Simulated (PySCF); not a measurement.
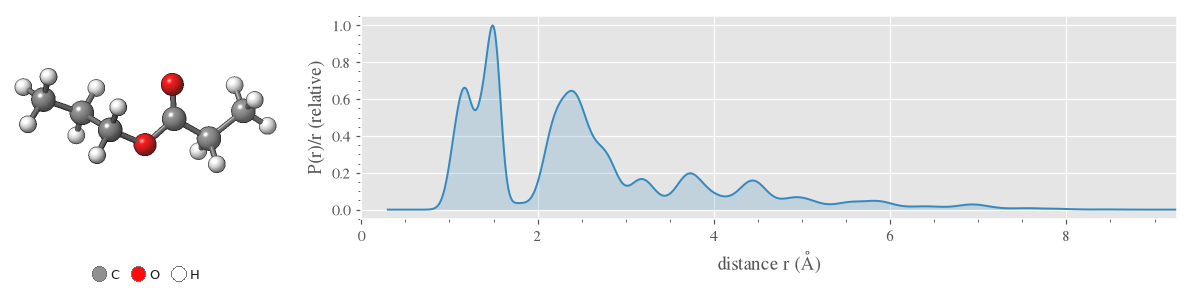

Simulated gas electron diffraction: radial distribution curve of C6H12O2. Each pair of atoms contributes with weight ZᵢZⱼ/r; damping constant 0.0015 Å²; vibrational amplitudes assumed, not computed: 0.05 Å for bonds, 0.078 Å for bonds to H, 0.06 + 0.015 r up to 0.15 Å for other pairs. The geometry is the end point of an optimisation (PBE0-D3(BJ)/def2-SVP geometry optimisation, gas phase in PySCF 2.14.0, density-fitted response routines); it may be a saddle point or a higher isomer.

**Which pairs of atoms lie under the first 8 clear peaks? Mark bonded pairs by – and others by ···.**

Peak 1, 1.17 Å: C–H 1.10 Å (×12), O–C 1.20 Å, not resolved
Peak 2, 1.49 Å: O–C 1.34–1.42 Å (×2), C–C 1.51–1.52 Å (×4), not resolved
Peak 3, 2.38 Å: C···H 2.14–2.50 Å (×15), O···O 2.24 Å, O···C 2.35–2.44 Å (×3), C···C 2.36–2.52 Å (×3), not resolved; in its flanks O···H 2.02–2.85 Å, C···H 2.11–2.93 Å, O···C 2.67–2.82 Å
Peak 4, 3.18 Å: O···H 3.08–3.12 Å (×2), C···C 3.15 Å, O···C 3.26 Å, not resolved
Peak 5, 3.73 Å: C···H 3.47–3.95 Å (×6), O···H 3.67–4.02 Å (×5), C···C 3.68 Å, O···C 3.69–3.78 Å (×2), not resolved
Peak 6, 4.44 Å: C···H 4.19–4.66 Å (×5), O···H 4.31–4.60 Å (×3), O···C 4.41 Å, C···C 4.43–4.51 Å (×2), not resolved
Peak 7, 4.94 Å: C···C 4.88 Å, C···H 4.91–5.24 Å (×7), O···H 5.09–5.13 Å (×2), not resolved
Peak 8, 5.82 Å: C···C 5.53–5.88 Å (×2), C···H 5.65–6.13 Å (×6), not resolved
